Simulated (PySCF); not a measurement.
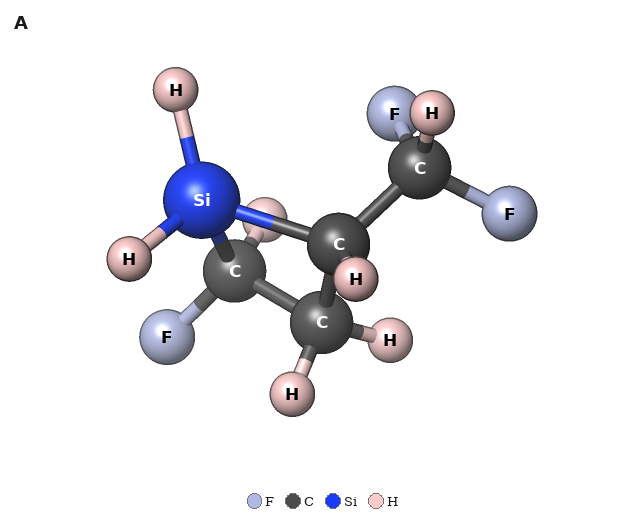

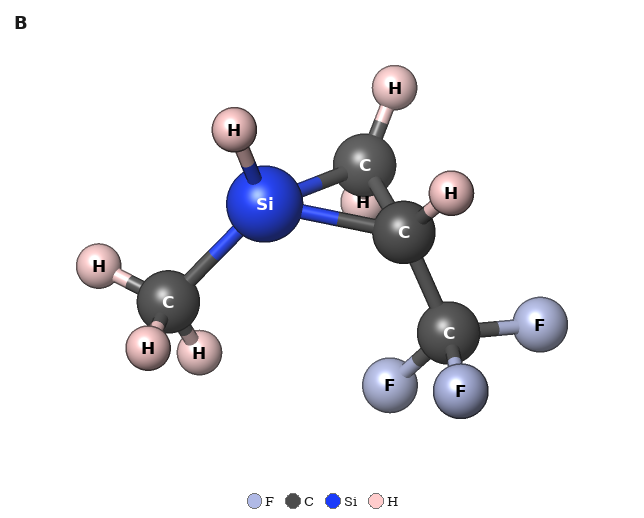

2 stationary structures of one formula. Geometries: PBE0-D3(BJ)/def2-SVP. Electronic energies: PBE0-D3(BJ)/def2-SVP (PySCF 2.14.0), without zero-point energy. No frequency run is at hand to confirm each as a minimum. Each is one conformer, not always the lowest.

### Are they conformers, stereoisomers or constitutional isomers?

They are constitutional isomers of C4H7F3Si: A `FC(F)[C@@H]1C[C@@H](F)[SiH2]1`, B `C[Si@@H]1C[C@@H]1C(F)(F)F`.

### Which is lowest in energy, and by how much?

B is lowest; A lies 65.9 kJ/mol above it.
